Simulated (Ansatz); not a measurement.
| atom | x (Å) | y (Å) | z (Å) |
| --- | --- | --- | --- |
| C | -1.5491 | 1.2212 | 1.4742 |
| C | -0.5029 | 0.1492 | 1.4985 |
| C | 0.7855 | 0.2568 | 2.0030 |
| C | 0.3894 | -1.7711 | 1.1893 |
| F | -1.9568 | 1.5063 | 0.2167 |
| F | -1.0584 | 2.3673 | 2.0169 |
| F | -2.6499 | 0.8746 | 2.1797 |
| N | 1.3416 | -0.9854 | 1.7950 |
| N | -0.7369 | -1.1089 | 0.9982 |
| H | 1.3274 | 1.0827 | 2.4726 |
| H | 2.2905 | -1.2648 | 2.0480 |
| H | 0.5800 | -2.8163 | 0.9132 |

Geometry: PBE-D3(BJ)/def2-SVP.

The calculation used isolated molecule in a Gaussian basis; Kohn-Sham density functional theory, functional PBE0 (Ansatz 0.2.0).

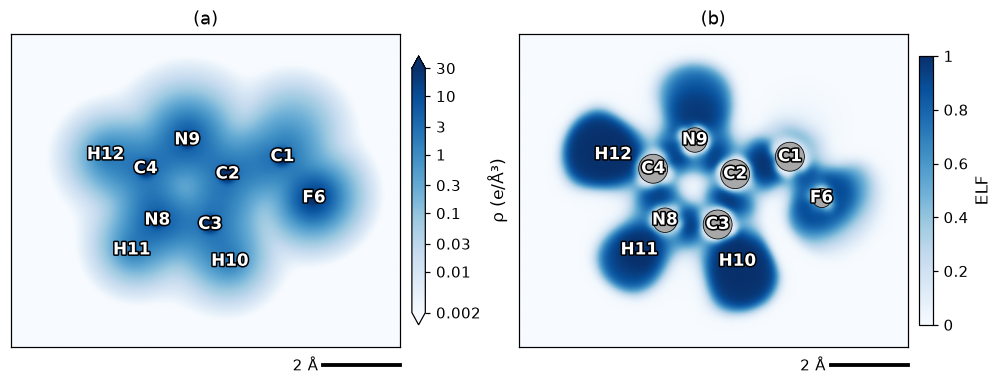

C$_{4}$H$_{3}$F$_{3}$N$_{2}$ (SMILES FC(F)(F)c1c[nH]cn1). (a) total electron density; (b) ELF on the plane of atoms C1, C2 and N9. Grey discs cover the atomic cores in the ELF map.

**What does the map show?**

The plane passes through C, F, N and H nuclei.
C–N (1.32 Å): the density is about 2.6 e/Å³ at the midpoint; the ELF peaks at about 0.90 between the atoms; localised, covalent bonding.
C–F (1.36 Å): the density is about 2.2 e/Å³ at the midpoint, with its minimum of 1.8 e/Å³ about 0.5 Å from C; the ELF peaks at about 0.85 between the atoms, as expected for a shared but strongly polarised pair.
C–C (1.39 Å): the density is about 2.1 e/Å³ at the midpoint; the ELF peaks at about 0.95 between the atoms; localised, covalent bonding.
N–H (1.02 Å): ρ is about 2.8 e/Å³ halfway; the ELF climbs to about 1 towards the hydrogen, as it does in any bond to H (an ordinary covalent bond to hydrogen).
C–N (1.37 Å): ρ is about 2.3 e/Å³ halfway; the ELF peaks at about 0.90 between the atoms, as expected for localised, covalent bonding.
The ELF also peaks beside F6 and N9, away from the bonds: lone-pair regions.
